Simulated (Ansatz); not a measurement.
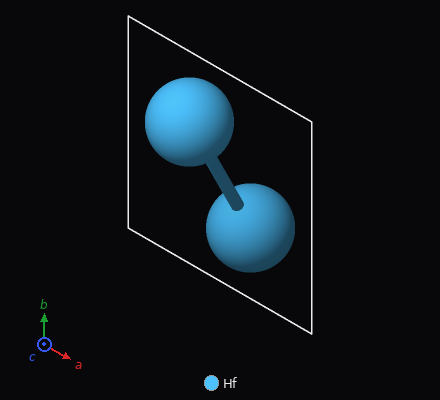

The structure, seen along [001]; the drawing may span several cells.

Structure (in its standard cell), coordinates from a relaxation at fixed volume with DFT r2SCAN, scalar-relativistic, plane waves, PAW in Ansatz:

```yaml
crystal:
  lattice:
    - [3.20530, 0.00000, 0.00000]
    - [-1.60265, 2.77587, 0.00000]
    - [0.00000, 0.00000, 5.05718]
  atoms:
    - { symbol: Hf, position: [0.33333, 0.66667, 0.75000] }
    - { symbol: Hf, position: [0.66667, 0.33333, 0.25000] }
```

### What does the kinematic electron diffraction pattern along [001] look like at 200 kV (B = 0.5 Å²)?

The spots form a hexagonal net with both shortest vectors at d = 2.78 Å, 60.0° apart. They are 1 -1 0 and 1 0 0. The pattern has symmetry 6mm. No reflection of this zone is absent.

Strongest reflections with d > 0.80 Å, one of each family (|F|² from tabulated Gaussian fits of the electron scattering factors, times a small damping for the curvature of the Ewald sphere):

| hkl | d (Å) | I (strongest = 100) |
| --- | --- | --- |
| 2 -1 0 | 1.603 | 100 |
| 1 0 0 | 2.776 | 65 |
| 3 0 0 | 0.925 | 26 |
| 2 0 0 | 1.388 | 19 |
| 3 -1 0 | 1.049 | 9 |

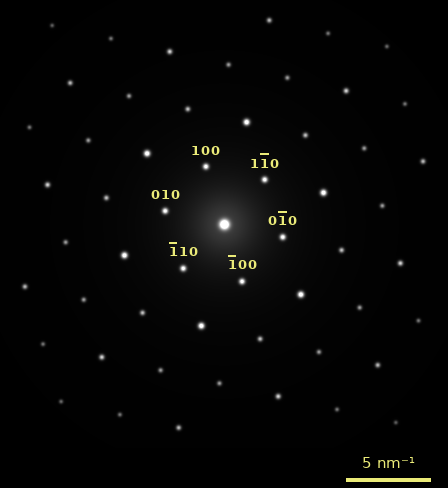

Calculated pattern, seen from the source side with [001] pointing towards the source.
